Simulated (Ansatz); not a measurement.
Run report: CH₄O₂Si, nudged elastic band

System: CH₄O₂Si, SMILES O=CO[SiH3].
Method: RKS PBE/def2-SVP (Ansatz 0.2.0).

It belongs to a series of runs on one base structure; here: band between the two ends. Figures and captions count atoms from 1; the log counts them from 0 in places.

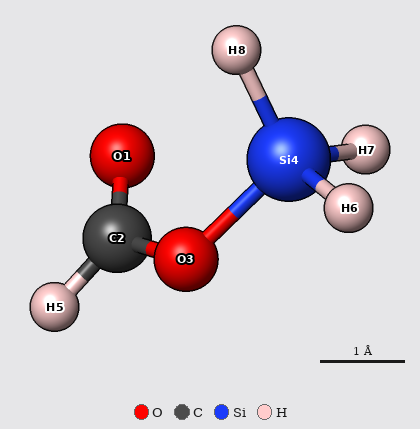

*The input geometry (ball-and-stick view, seen at a tilt; atoms are numbered from 1 in the order of the input).*

Bond lengths as drawn: C–H 1.12 Å, C–O 1.21 to 1.34 Å, H–Si 1.50 Å and O–Si 1.74 Å.

### Results in brief

```tsv
quantity	value
outcome	converged
barrier, forward	0.100 eV
barrier, backward	0.100 eV
hardware	1 thread of Arm Neoverse V1, 24 GiB of memory available, shared host
wall time	2.7 min
peak memory	0.14 GiB
```

The order of the saddle point was not checked.

### The input
```yaml
crystal:
  periodic: [false, false, false]
  atoms:
    - { symbol: O, position_ang: [1.337471, -0.240974, 1.29095] }
    - { symbol: C, position_ang: [1.45803, 0.313555, 0.218414] }
    - { symbol: O, position_ang: [0.467606, 0.453736, -0.680216] }
    - { symbol: Si, position_ang: [-1.079008, -0.220501, -0.23557] }
    - { symbol: H, position_ang: [2.405461, 0.777172, -0.158287] }
    - { symbol: H, position_ang: [-1.922016, 0.106678, -1.427405] }
    - { symbol: H, position_ang: [-0.967398, -1.702611, -0.05467] }
    - { symbol: H, position_ang: [-1.607945, 0.455845, 0.991083] }
basis:
  gaussian: { orbitals: def2-SVP }
hamiltonian:
  xc: pbe
neb:
  order_check: false
  images: 9
  f_tol: 0.05
  max_iterations: 60
  final_atoms:
    - { symbol: O, position_ang: [1.6171239, -0.78840382, -0.55897035] }
    - { symbol: C, position_ang: [1.48518626, 0.26026153, 0.03765911] }
    - { symbol: O, position_ang: [0.30156881, 0.77733705, 0.41170147] }
    - { symbol: Si, position_ang: [-1.1133505, -0.15330409, -0.00855573] }
    - { symbol: H, position_ang: [2.32820004, 0.92743436, 0.35099768] }
    - { symbol: H, position_ang: [-1.22978954, -0.27918272, -1.49600104] }
    - { symbol: H, position_ang: [-1.07568412, -1.48965503, 0.66574349] }
    - { symbol: H, position_ang: [-2.22105385, 0.68841273, 0.54172439] }
  initial_path:
    images:
      - { positions_ang: [[1.337471, -0.240974, 1.29095], [1.45803, 0.313555, 0.218414], [0.467606, 0.453736, -0.680216], [-1.079008, -0.220501, -0.23557], [2.405461, 0.777172, -0.158287], [-1.922016, 0.106678, -1.427405], [-0.967398, -1.702611, -0.05467], [-1.607945, 0.455845, 0.991083]] }
      - { positions_ang: [[1.41460331, -0.3775858, 1.16019657], [1.46185615, 0.29327666, 0.20939833], [0.42878765, 0.51224116, -0.59195717], [-1.07355763, -0.18925331, -0.21553863], [2.38026754, 0.81314793, -0.13043854], [-1.86905236, 0.04257216, -1.44822332], [-0.94684824, -1.65072914, 0.03652957], [-1.70385542, 0.49923034, 0.9243322]] }
      - { positions_ang: [[1.49173562, -0.51419761, 1.02944314], [1.46568229, 0.27299832, 0.20038265], [0.38996931, 0.57074631, -0.50369834], [-1.06810727, -0.15800562, -0.19550726], [2.35507408, 0.84912387, -0.10259009], [-1.81608872, -0.02153367, -1.46904164], [-0.92629848, -1.59884727, 0.12772914], [-1.79976584, 0.54261567, 0.8575814]] }
      - { positions_ang: [[1.56886794, -0.65080941, 0.8986897], [1.46950844, 0.25271997, 0.19136698], [0.35115096, 0.62925147, -0.41543951], [-1.0626569, -0.12675793, -0.17547589], [2.32988061, 0.8850998, -0.07474163], [-1.76312508, -0.08563951, -1.48985996], [-0.90574872, -1.54696541, 0.21892871], [-1.89567625, 0.58600101, 0.7908306]] }
      - { positions_ang: [[1.64600025, -0.78742122, 0.76793627], [1.47333459, 0.23244163, 0.1823513], [0.31233261, 0.68775663, -0.32718068], [-1.05720654, -0.09551025, -0.15544452], [2.30468715, 0.92107574, -0.04689318], [-1.71016144, -0.14974534, -1.51067828], [-0.88519895, -1.49508354, 0.31012829], [-1.99158667, 0.62938635, 0.7240798]] }
      - { positions_ang: [[1.72313256, -0.92403302, 0.63718284], [1.47716074, 0.21216329, 0.17333563], [0.27351427, 0.74626179, -0.23892185], [-1.05175617, -0.06426256, -0.13541315], [2.27949369, 0.95705167, -0.01904472], [-1.6571978, -0.21385118, -1.5314966], [-0.86464919, -1.44320168, 0.40132786], [-2.08749709, 0.67277168, 0.65732899]] }
      - { positions_ang: [[1.70193083, -0.89690718, 0.3979522], [1.47876584, 0.22178294, 0.14620032], [0.27912518, 0.75247684, -0.10879718], [-1.06407504, -0.08207086, -0.11004167], [2.28923496, 0.95112821, 0.05496376], [-1.57171615, -0.22691748, -1.52439749], [-0.90685618, -1.45249235, 0.45421098], [-2.11420844, 0.67589989, 0.63420807]] }
      - { positions_ang: [[1.6807291, -0.86978134, 0.15872156], [1.48037095, 0.23140259, 0.11906502], [0.28473609, 0.75869189, 0.02132748], [-1.0763939, -0.09987917, -0.08467018], [2.29897623, 0.94520475, 0.12897224], [-1.4862345, -0.23998379, -1.51729838], [-0.94906316, -1.46178302, 0.50709411], [-2.14091979, 0.6790281, 0.61108715]] }
      - { positions_ang: [[1.65952737, -0.8426555, -0.08050908], [1.48197605, 0.24102223, 0.09192971], [0.290347, 0.76490694, 0.15145214], [-1.08871277, -0.11768748, -0.0592987], [2.3087175, 0.93928128, 0.20298072], [-1.40075285, -0.2530501, -1.51019927], [-0.99127015, -1.47107369, 0.55997723], [-2.16763115, 0.68215631, 0.58796623]] }
      - { positions_ang: [[1.63832563, -0.81552966, -0.31973971], [1.48358116, 0.25064188, 0.06479441], [0.29595791, 0.771122, 0.2815768], [-1.10103163, -0.13549578, -0.03392722], [2.31845877, 0.93335782, 0.2769892], [-1.31527119, -0.26611641, -1.50310015], [-1.03347714, -1.48036436, 0.61286036], [-2.1943425, 0.68528452, 0.56484531]] }
      - { positions_ang: [[1.6171239, -0.78840382, -0.55897035], [1.48518626, 0.26026153, 0.03765911], [0.30156881, 0.77733705, 0.41170147], [-1.1133505, -0.15330409, -0.00855573], [2.32820004, 0.92743436, 0.35099768], [-1.22978954, -0.27918272, -1.49600104], [-1.07568412, -1.48965503, 0.66574349], [-2.22105385, 0.68841273, 0.54172439]] }
```

Launched with:
```bash
ansatz run input.yaml --threads 1 --pin off --max-ram 2048MiB --backend cpu --events-out ev --progress --plain --runs-dir out
```

### Log
```
Engine: ansatz 0.2.0, aarch64-unknown-linux-gnu
Functional definition: PBE
  parameter kappa = 0.804
  parameter beta = 0.06672455060314922
  exchange = pbe_x(kappa = kappa, mu = beta*pi^2/3)
  correlation = pbe_c(beta = beta)
872 factors; their error is unknown
mean field evaluation 1: about -13053.4994 eV, gradient 5.2e1 eV
mean field evaluation 2: about -13035.9498 eV, gradient 1.1e2 eV
mean field evaluation 4: about -13058.2020 eV, gradient 1.3e1 eV
mean field evaluation 8: about -13058.4920 eV, gradient 1.3e-1 eV
mean field evaluation 16: about -13058.4395 eV, gradient 3.7e-5 eV
mean field -13058.43947912 eV, -479.8887995295 hartree, gradient 3.7e-5 eV, S^2 0.000000; 0 other end points of the search recorded, 0 dependent functions left out
the calculation of the forces begins
reference -13058.43950800 eV, -479.8888005908 hartree; 20, 20 occupied and 60, 60 virtual orbitals, 872 factors
872 factors; their error is unknown
mean field evaluation 32: about -13058.4395 eV, gradient 2.0e-4 eV
mean field -13058.43945712 eV, -479.8887987210 hartree, gradient 3.1e-5 eV, S^2 0.000000; 0 other end points of the search recorded, 0 dependent functions left out
[... from here on the field's lines of each further geometry are left out, up to the last ...]
NEB iter   1: max|band force component| = 1.207e1 eV/Å  barrier→ = 0.8302 eV  barrier← = 0.8302 eV  Δτ_max = 0.1085 Å  (269 SCF iters)
NEB iter   2: max|band force component| = 3.102e0 eV/Å  barrier→ = 0.3092 eV  barrier← = 0.3092 eV  Δτ_max = 0.1933 Å  (261 SCF iters)
NEB iter   3: max|band force component| = 3.745e0 eV/Å  barrier→ = 0.5531 eV  barrier← = 0.5531 eV  Δτ_max = 0.1009 Å  (284 SCF iters)
NEB iter   4: max|band force component| = 9.843e-1 eV/Å  barrier→ = 0.1481 eV  barrier← = 0.1481 eV  Δτ_max = 0.0559 Å  (273 SCF iters)
NEB iter   5: max|band force component| = 6.268e-1 eV/Å  barrier→ = 0.1116 eV  barrier← = 0.1115 eV  Δτ_max = 0.0147 Å  (258 SCF iters)
NEB iter   6: max|band force component| = 2.401e-1 eV/Å  barrier→ = 0.1019 eV  barrier← = 0.1019 eV  CI = image 5  Δτ_max = 0.0104 Å  (261 SCF iters)
NEB iter   7: max|band force component| = 9.060e-2 eV/Å  barrier→ = 0.1000 eV  barrier← = 0.1000 eV  CI = image 5  Δτ_max = 0.0067 Å  (246 SCF iters)
the calculation of the forces begins
reference -13058.42540551 eV, -479.8882823338 hartree; 20, 20 occupied and 60, 60 virtual orbitals, 872 factors
872 factors; their error is unknown
mean field -13058.33968156 eV, -479.8851320367 hartree, gradient 1.7e-5 eV, S^2 0.000000; 1 other end points of the search recorded, 0 dependent functions left out
the calculation of the forces begins
reference -13058.33971139 eV, -479.8851331330 hartree; 20, 20 occupied and 60, 60 virtual orbitals, 872 factors
NEB iter   8: max|band force component| = 2.907e-2 eV/Å  barrier→ = 0.0998 eV  barrier← = 0.0998 eV  CI = image 5  Δτ_max = 0.0000 Å  (481 SCF iters)
```

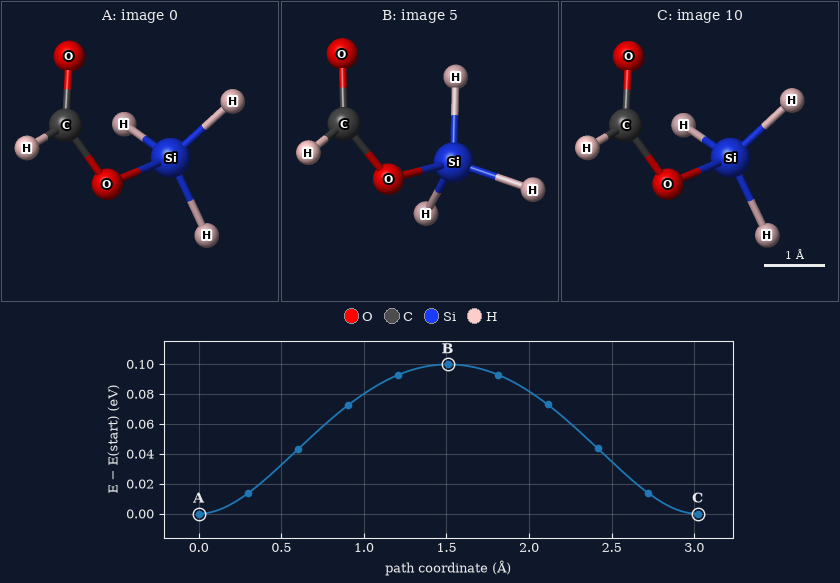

*Images of the last band (counted from 0; ball-and-stick, seen at a tilt) above the energy along the path; the line is a cubic interpolation that uses the forces.*

The highest image is number 5, 0.100 eV above the start and 0.100 eV above the end (the climbing image); start and end have the same energy. The path is 3.02 Å long. The band converged in 8 iterations.

```
Total energy: -13058.33971139 eV, -479.8851331330 hartree
Atom 0 at     1.758978    -0.861050     0.638023 Å, force    -0.005719     0.008379    -0.001595 eV/Å
Atom 1 at     1.546613     0.230446     0.165942 Å, force     0.013713    -0.023808     0.009171 eV/Å
Atom 2 at     0.347592     0.706090    -0.238764 Å, force    -0.013424     0.021119    -0.005813 eV/Å
Atom 3 at    -1.158318    -0.141208    -0.158327 Å, force     0.005471    -0.004647     0.000978 eV/Å
Atom 4 at     2.329788     1.014475    -0.005065 Å, force     0.001062     0.000426    -0.002787 eV/Å
Atom 5 at    -1.674597    -0.195029    -1.563846 Å, force    -0.000629    -0.000705    -0.000532 eV/Å
Atom 6 at    -0.998727    -1.513556     0.415263 Å, force     0.001569     0.000793    -0.000233 eV/Å
Atom 7 at    -2.059128     0.702732     0.691073 Å, force    -0.002043    -0.001555     0.000812 eV/Å
Dipole moment:    -0.255008     0.198551    -0.122359 e Å
this run last wrote the band of iteration 8 to [file]
```

### The last band as extended XYZ (Å, eV, eV/Å)
```
8
Properties=species:S:1:pos:R:3:forces:R:3 image=0 energy=-13058.43948
O     1.3375   -0.2410    1.2910   -0.0002  -0.0007   0.0019
C     1.4580    0.3136    0.2184    0.0009   0.0013  -0.0049
O     0.4676    0.4537   -0.6802    0.0006   0.0003   0.0017
Si   -1.0790   -0.2205   -0.2356   -0.0013   0.0002  -0.0011
H     2.4055    0.7772   -0.1583    0.0000  -0.0004   0.0015
H    -1.9220    0.1067   -1.4274    0.0000   0.0000   0.0001
H    -0.9674   -1.7026   -0.0547    0.0001  -0.0007   0.0006
H    -1.6079    0.4558    0.9911   -0.0001   0.0000   0.0003
8
Properties=species:S:1:pos:R:3:forces:R:3 image=1 energy=-13058.42559
O     1.4418   -0.3945    1.2121   -0.0331   0.0350   0.0276
C     1.4811    0.2939    0.2155   -0.0016   0.0099  -0.0043
O     0.4373    0.5262   -0.6025    0.0022  -0.0156  -0.0250
Si   -1.0991   -0.2002   -0.2249    0.0094  -0.0047  -0.0020
H     2.3927    0.8283   -0.1573    0.0055  -0.0166   0.0010
H    -1.8862    0.0490   -1.4724   -0.0132   0.0142   0.0108
H    -0.9554   -1.6674    0.0324    0.0015  -0.0094  -0.0238
H    -1.7199    0.5077    0.9413    0.0293  -0.0129   0.0158
8
Properties=species:S:1:pos:R:3:forces:R:3 image=2 energy=-13058.39624
O     1.5493   -0.5355    1.1086   -0.0364   0.0375   0.0450
C     1.5051    0.2747    0.2106    0.0037   0.0129   0.0016
O     0.4094    0.5829   -0.5121   -0.0037  -0.0157  -0.0419
Si   -1.1205   -0.1820   -0.2126    0.0116  -0.0050  -0.0022
H     2.3768    0.8831   -0.1451    0.0083  -0.0203  -0.0042
H    -1.8434   -0.0037   -1.5101   -0.0197   0.0189   0.0102
H    -0.9589   -1.6320    0.1188    0.0042  -0.0123  -0.0312
H    -1.8258    0.5554    0.8863    0.0320  -0.0160   0.0227
8
Properties=species:S:1:pos:R:3:forces:R:3 image=3 energy=-13058.36697
O     1.6425   -0.6640    0.9756   -0.0220   0.0230   0.0414
C     1.5254    0.2565    0.2006    0.0066   0.0082   0.0162
O     0.3849    0.6302   -0.4176   -0.0140  -0.0073  -0.0505
Si   -1.1387   -0.1659   -0.1975    0.0143   0.0000   0.0037
H     2.3594    0.9360   -0.1152    0.0093  -0.0160  -0.0089
H    -1.7944   -0.0592   -1.5383   -0.0185   0.0163   0.0045
H    -0.9692   -1.5952    0.2103    0.0056  -0.0100  -0.0265
H    -1.9177    0.6045    0.8264    0.0188  -0.0142   0.0202
8
Properties=species:S:1:pos:R:3:forces:R:3 image=4 energy=-13058.34678
O     1.7145   -0.7760    0.8132   -0.0100   0.0100   0.0343
C     1.5394    0.2414    0.1857    0.0132  -0.0069   0.0019
O     0.3665    0.6646   -0.3348   -0.0227   0.0175  -0.0207
Si   -1.1510   -0.1527   -0.1801    0.0084  -0.0077  -0.0059
H     2.3401    0.9876   -0.0575    0.0113  -0.0092  -0.0093
H    -1.7428   -0.1231   -1.5551   -0.0121   0.0086   0.0011
H    -0.9856   -1.5563    0.3102    0.0053  -0.0062  -0.0146
H    -1.9891    0.6573    0.7626    0.0066  -0.0060   0.0132
8
Properties=species:S:1:pos:R:3:forces:R:3 image=5 energy=-13058.33968
O     1.7590   -0.8610    0.6380   -0.0057   0.0084  -0.0016
C     1.5466    0.2304    0.1659    0.0137  -0.0238   0.0092
O     0.3476    0.7061   -0.2388   -0.0134   0.0211  -0.0058
Si   -1.1583   -0.1412   -0.1583    0.0055  -0.0046   0.0010
H     2.3298    1.0145   -0.0051    0.0011   0.0004  -0.0028
H    -1.6746   -0.1950   -1.5638   -0.0006  -0.0007  -0.0005
H    -0.9987   -1.5136    0.4153    0.0016   0.0008  -0.0002
H    -2.0591    0.7027    0.6911   -0.0020  -0.0016   0.0008
8
Properties=species:S:1:pos:R:3:forces:R:3 image=6 energy=-13058.34648
O     1.7872   -0.9286    0.4039   -0.0004  -0.0120  -0.0273
C     1.5475    0.2259    0.1405    0.0168  -0.0158   0.0000
O     0.3282    0.7478   -0.1169   -0.0309   0.0318   0.0061
Si   -1.1602   -0.1348   -0.1300    0.0119  -0.0027   0.0067
H     2.3174    1.0382    0.0727    0.0046   0.0006   0.0111
H    -1.6038   -0.2227   -1.5594    0.0109  -0.0114  -0.0014
H    -1.0112   -1.4940    0.4769   -0.0006   0.0063   0.0144
H    -2.1128    0.7110    0.6567   -0.0123   0.0033  -0.0096
8
Properties=species:S:1:pos:R:3:forces:R:3 image=7 energy=-13058.36646
O     1.7837   -0.9559    0.1528   -0.0089  -0.0137  -0.0576
C     1.5403    0.2275    0.1127    0.0164   0.0078  -0.0026
O     0.3128    0.7807    0.0140   -0.0323   0.0215   0.0196
Si   -1.1551   -0.1332   -0.0990    0.0125  -0.0007   0.0115
H     2.3113    1.0406    0.1538    0.0068  -0.0103   0.0213
H    -1.5219   -0.2411   -1.5491    0.0250  -0.0198  -0.0007
H    -1.0238   -1.4844    0.5297   -0.0029   0.0091   0.0272
H    -2.1550    0.7087    0.6293   -0.0165   0.0060  -0.0188
8
Properties=species:S:1:pos:R:3:forces:R:3 image=8 energy=-13058.39579
O     1.7481   -0.9402   -0.1011   -0.0202  -0.0025  -0.0706
C     1.5256    0.2346    0.0851    0.0058   0.0216  -0.0016
O     0.3029    0.8000    0.1469   -0.0145   0.0101   0.0301
Si   -1.1437   -0.1358   -0.0674    0.0056  -0.0048   0.0101
H     2.3124    1.0193    0.2334    0.0063  -0.0181   0.0213
H    -1.4319   -0.2533   -1.5344    0.0352  -0.0230   0.0021
H    -1.0354   -1.4819    0.5766   -0.0047   0.0096   0.0326
H    -2.1860    0.7003    0.6052   -0.0135   0.0070  -0.0240
8
Properties=species:S:1:pos:R:3:forces:R:3 image=9 energy=-13058.42538
O     1.6871   -0.8829   -0.3414   -0.0221   0.0114  -0.0521
C     1.5056    0.2461    0.0599   -0.0026   0.0158   0.0011
O     0.2991    0.8014    0.2806   -0.0033   0.0011   0.0249
Si   -1.1284   -0.1426   -0.0372    0.0051  -0.0044   0.0065
H     2.3191    0.9782    0.3009    0.0047  -0.0176   0.0115
H    -1.3333   -0.2637   -1.5170    0.0305  -0.0174   0.0032
H    -1.0494   -1.4845    0.6206   -0.0045   0.0063   0.0247
H    -2.2075    0.6909    0.5779   -0.0078   0.0048  -0.0198
8
Properties=species:S:1:pos:R:3:forces:R:3 image=10 energy=-13058.43946
O     1.6171   -0.7884   -0.5590    0.0017   0.0155   0.0087
C     1.4852    0.2603    0.0377   -0.0102  -0.0178  -0.0095
O     0.3016    0.7773    0.4117    0.0064  -0.0002  -0.0006
Si   -1.1134   -0.1533   -0.0086    0.0006   0.0002   0.0004
H     2.3282    0.9274    0.3510    0.0035   0.0026   0.0014
H    -1.2298   -0.2792   -1.4960   -0.0011   0.0004  -0.0001
H    -1.0757   -1.4897    0.6657   -0.0010   0.0002   0.0004
H    -2.2211    0.6884    0.5417    0.0001  -0.0011  -0.0006
```
